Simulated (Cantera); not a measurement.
Input: 1 mol Si, 2.2 mol HCl, 0.26 mol H2, at 1 atm.

Method: chemical equilibrium by Gibbs-energy minimisation in Cantera with the NASA 1993 tables (ideal gas, pure condensed phases). Candidate condensed phases: Si; 19 gas species. The tables' values for SiCl3 are old estimates; treat these amounts as uncertain. Rates play no part.

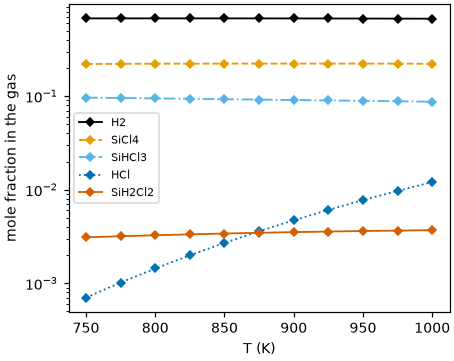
Figure. Equilibrium gas composition (values under 1e-9 drawn at 1e-9)

From 750 K to 1000 K the condensed part is Si(s). The main Si-bearing gas is SiCl4 throughout.
